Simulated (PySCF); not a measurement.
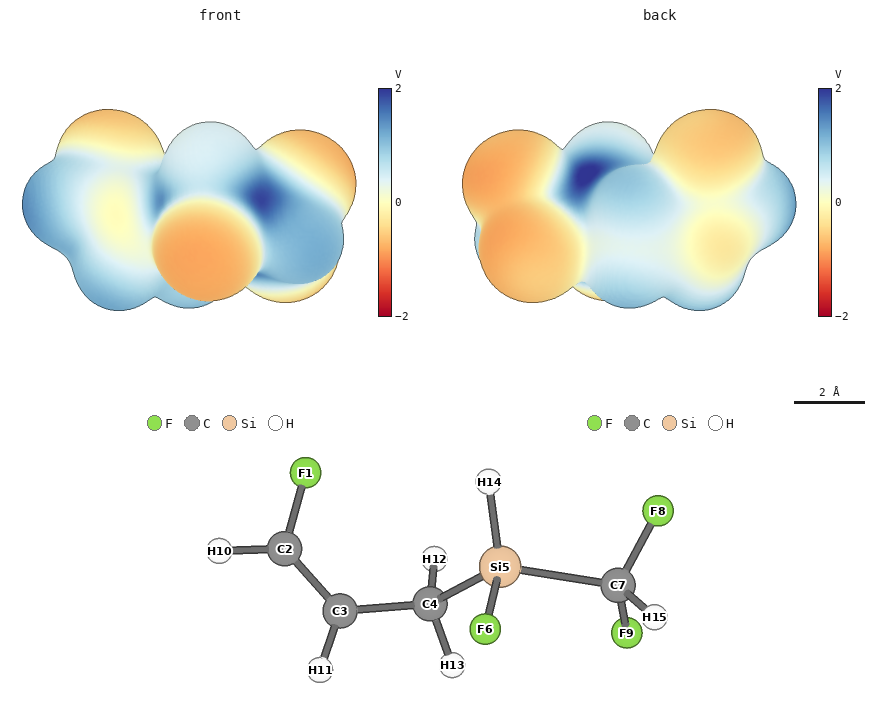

*C$_{4}$H$_{6}$F$_{4}$Si. The electrostatic potential painted on the density surface at 0.002 e/bohr³, seen from the front and from behind; the colour scale runs from red (negative) to blue (positive). The bare structure is drawn below in the same view.*

Geometry: GFN2-xTB.

All numbers below come from PBE0/pcSseg-1, SCF density, gas phase, non-relativistic (PySCF 2.14.0).

Input

```
{"job": {"kind": "nmr", "xc": "PBE0", "basis": "pcSseg-1"}, "charge": 0, "multiplicity": 1}
F      2.203138    -0.522818     1.887629
C      2.558719    -0.712751     0.600918
C      1.655637    -0.878193    -0.347742
C      0.181164    -0.858006    -0.109877
Si    -0.507866     0.902760    -0.292700
F     -0.051757     1.475644    -1.735412
C     -2.440455     0.846592    -0.436954
F     -3.028445     1.316575     0.697121
F     -2.899760    -0.427815    -0.593103
H      3.629830    -0.716260     0.474955
H      1.998384    -1.007621    -1.360917
H     -0.030099    -1.226734     0.894892
H     -0.314618    -1.524416    -0.818957
H     -0.112020     1.906980     0.674029
H     -2.846264     1.434054    -1.272175
```

Run with:

```sh
OMP_NUM_THREADS=1 python probes_run.py task.json out
```

Q: Describe the electrostatic potential map.

A: The most negative region (about −0.8 V) lies over F6, F8 and F9, the most positive (about +1.9 V) over Si5.
